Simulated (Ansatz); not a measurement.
# MgTiTe3 (built on the sites of a database entry of BaTiO3): a soft mode frozen in, part 3 of 3

Which phase does MgTiTe3 (built on the sites of a database entry of BaTiO3) fall into along its unstable mode, and how much energy does it gain?

Ansatz 0.2.0; DFT PBE+D3(BJ), scalar-relativistic, plane waves, PAW.

So far. Step 5 (Energy along the mode, all amplitudes (two of the runs …): The lowest of the steps tried is at 0.22 Å, 3.45 meV/atom below the parent; the bottom of the well need not coincide with a step. Step 7 (The new phase in its own primitive cell): The largest force component left is 0.62 meV/Å and the pressure is 0.002 GPa, within the tolerances set. The cell now holds 32.26 Å³/atom.

The structure was built from a prototype and need not be the compound's stable phase.

## (8) Modes of the new phase, k-mesh 8×8×6

A relaxed structure may still be a saddle point, so its zone-centre modes are computed. No field response is asked, since the mesh shows no gap.

input.yaml reads:

```yaml
crystal:
  lattice:
    - [3.6018342634, -3.973129242, -0.0096268358]
    - [3.6018342634, 3.973129242, -0.0096268358]
    - [-0.2243374671, 0.0, 5.6366936092]
  atoms:
    - { symbol: Mg, position: [0.0690963274, 0.0690963274, 0.7960590191] }
    - { symbol: Ti, position: [0.4695602138, 0.4695602138, 0.5007788769] }
    - { symbol: Te, position: [0.4263038219, 0.4263038219, 0.0534643272] }
    - { symbol: Te, position: [0.5601866361, 0.986628785, 0.5963488884] }
    - { symbol: Te, position: [0.986628785, 0.5601866361, 0.5963488884] }
kpoints:
  mp_grid: { grid: [8, 8, 6] }
hamiltonian:
  xc: pbe
  dispersion: d3bj
scf:
  occupations: { method: methfessel_paxton, width: 0.2 }
output:
  eigenvalues: true
phonons:
  method: dfpt
```

The run is started by

```sh
$ ansatz run input.yaml --threads 8 --pin off --max-ram 14336MiB --backend cpu --events-out ev --progress --plain --runs-dir out
```

Numbers of over 12 decimals in the logs are rounded to 6 here.

The log of the run:

```text
[...]
Crystal: 5 atoms, lattice volume = 161.311 Å³
Basis set: ecut = 420 eV, 3125 PW (Γ), exchange–correlation on 72×72×80 points (8 copies of the dense FFT grid, shifted against one another)
Bands: 42, of which v1, the nominal top of the filled ones, is band 35 counted from 1 (34 counted from 0)
Symmetry: 2 space group operations
k-points: 196 of 384 (irreducible under 1 space group operation, time reversal used)
[...]
SCF iter   1: F=—  HF=-25367.032076 eV  |F-HF|=—  |Δ(HF+E_count)|=         —  Δρ=4.10e-3  dr2=2.93e-2  ethr=1.77e-3  ⟨swp⟩=7.0  Hψ=32225  notcnv=0
[...]
SCF iter  11: F=-25367.026088 eV  HF=-25367.026088 eV  |F-HF|=3.64e-12  |Δ(HF+E_count)|=  1.09e-11  S|Δr|=    0.00e0  Δρ=4.82e-8  dr2=4.40e-12  ethr=1.00e-12  ⟨swp⟩=8.9  Hψ=42588  notcnv=0
SCF 1 converged in 11 iterations: F = -25367.026088 eV  dr2 = 4.40e-12
[...]
DFPT response loops at Γ: preconditioner auto → Kerker (q_TF=auto, 2.374 Å⁻¹) (partly filled bands, converged f_vac=0.149); β = 1.00, the filter's whole step (`scf.mixing.beta` (0.50) is not read by the response loops under this deck's `scf.mixing.preconditioner`; to damp them name `kerker` or `kerker_dos`, under which they read `scf.mixing.beta`, and type it under 1.00, their step now; both keys bind the ground state too); Broyden in place of MSR1
SCF converged after 11 iterations
[...]
Free energy (F): -25367.026088 eV
[...]
Internal energy: -25367.030885 eV  (E = F + TS)
E sigma→0 (E₀):  -25367.027287 eV
Entropy (-TS):   0.004797 eV (0.959 meV/atom)
Fermi energy:    7.116159 eV
[...]
--- Band table (eV; the first three rows and the last of 196) ---
  k-point 0: bands = [... 31 lower, 5.7558, 5.9077, 6.1627, 6.2765, 6.9063, 8.0313, 8.2193, 8.2986, ... 3 higher]
  k-point 1: bands = [... 31 lower, 5.5744, 5.7965, 6.1724, 6.3199, 6.8865, 7.9925, 8.2584, 8.5481, ... 3 higher]
  k-point 2: bands = [... 31 lower, 5.0799, 5.7366, 6.1053, 6.4178, 7.0053, 7.9348, 8.3364, 8.5999, ... 3 higher]
  k-point 195: bands = [... 31 lower, 4.8979, 5.9381, 7.2955, 7.6397, 7.7836, 7.9587, 8.0528, 9.3436, ... 3 higher]
[...]
k mesh reduced under 1 symmetry operation, with k and −k counted as one. Each operation leaves every solved perturbation unchanged. A smaller set is not used because it would not reduce the number of displacements times k-points to solve
  ASR residual: 1.144e-4 → 0.000e0 eV/Å²; symmetrization residual: 7.432e-6 eV/Å²
[...]
ASR residual per site (eV/Å²): 1.14e-4 3.98e-5 1.15e-5 7.24e-6 7.24e-6
[...]
```

The job ended after 3.5 min (8 threads of Arm Neoverse V2, shared host; peak memory 4.2 GiB).

This step gave:

```
sum-rule residual before enforcement                    : 1.14e-4 eV/Å²
point group                                             : m
highest optical mode at the zone centre (no LO-TO term) : 252.7 cm⁻¹
lowest optical zone-centre mode                         : 24.26 cm⁻¹
```

Patterns of degenerate modes are one choice out of their space. Modes at Γ, with each element's share of the kinetic energy:

| mode | frequency (cm⁻¹) | symmetry | Mg % | Ti % | Te % |
| --- | --- | --- | --- | --- | --- |
| 1 | 0.0 | acoustic | 5 | 11 | 84 |
| 2 | 0.0 | acoustic | 5 | 11 | 84 |
| 3 | 0.0 | acoustic | 5 | 11 | 84 |
| 4 | 24.3 | A'' | 0 | 0 | 100 |
| 5 | 39.6 | A' | 1 | 9 | 90 |
| 6 | 42.8 | A'' | 14 | 6 | 79 |
| 7 | 61.6 | A'' | 0 | 26 | 74 |
| 8 | 93.7 | A' | 2 | 21 | 76 |
| 9 | 105.7 | A' | 5 | 11 | 84 |
| 10 | 134.6 | A' | 87 | 2 | 10 |
| 11 | 179.4 | A'' | 80 | 1 | 19 |
| 12 | 201.7 | A'' | 0 | 56 | 44 |
| 13 | 213.7 | A' | 14 | 57 | 29 |
| 14 | 227.8 | A' | 78 | 8 | 14 |
| 15 | 252.7 | A' | 2 | 70 | 29 |

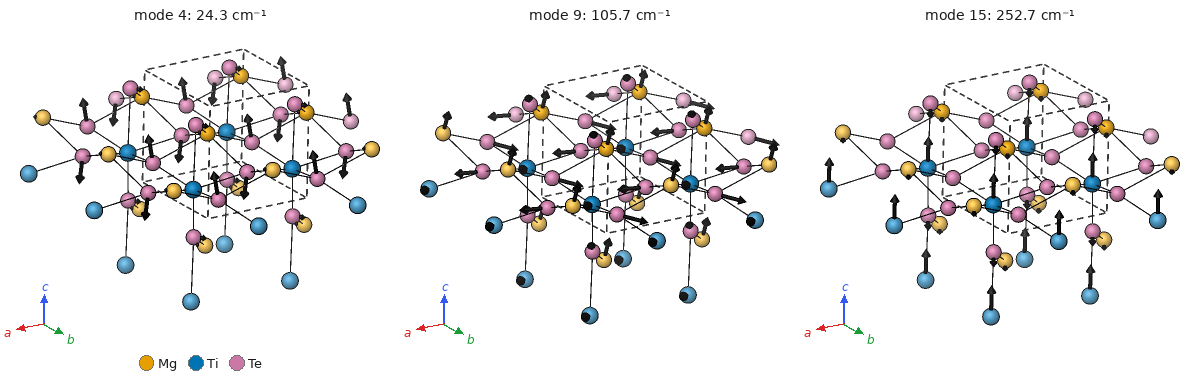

Displacement patterns of modes 4, 9 and 15 at Γ; arrows are exaggerated. 2×2×1 cells are drawn. Some periodic images of atoms are drawn too.

Before it was imposed, the acoustic sum rule was missed by 1.1e-4 eV/Å². Small misses are needed for a sound result but don't prove that mesh and cutoff are converged. The lowest optical mode is real, 24.3 cm⁻¹.

## (9) Results

| Item | Value |
| --- | --- |
| unstable mode of the parent | q = (0, 0, 0), 42i cm⁻¹ |
| depth at the lowest point sampled | 3.45 meV/atom |
| largest atomic shift at that point | 0.22 Å |
| space group reached (within 0.01 Å) | Cm |
| energy gained over the parent (first relaxation, on the mesh of the frozen mode) | 24.6 meV/atom |
| volume per atom, phase reached | 32.3 Å³ |
| lowest optical zone-centre mode, phase reached | 24.3 cm⁻¹ |
| highest optical mode at the zone centre (no LO-TO term), phase reached | 253 cm⁻¹ |

In words: Along this mode the structure falls into Cm, 24.6 meV/atom below the parent. At the parent's cell the well is 3.45 meV/atom deep on the steps tried, with its lowest point at a shift of 0.22 Å. Relaxing atoms and cell changes the gain by +21.17 meV/atom against the lowest step (energies at zero smearing). Most of the total comes from this relaxation. The new phase has no imaginary mode at the zone centre of its cell; other wavevectors were not checked. Of the 2 patterns followed to their end from this parent, this one ends 131 meV/atom above the lowest, Amm2. Each path keeps the symmetry of its pattern, so a lower phase may lie along a pattern not tried. With no gap, or one that is small against the smearing, the frequencies hang on the k mesh and the smearing, most of all near Kohn anomalies. A semilocal functional can close a gap that the real compound would have, so the metallic treatment may be an artefact of the level. Spin-orbit coupling is left out, which can matter for the heavy elements here. In the phonons the program treats the change of the C6 weights of the dispersion term with coordination only in part. The starting cell was built on a prototype and not taken from a measurement, so the phase need not exist.

[Logs are printed without paths, hosts, clocks, repeated set-up lines and the standing remarks that a program may print on its own settings, such as how far it seeks lower states.]

[Hosts, paths, dates, database ids (printed as entryN), source tags and the programs' standing remarks are cut or masked in the printed files.]
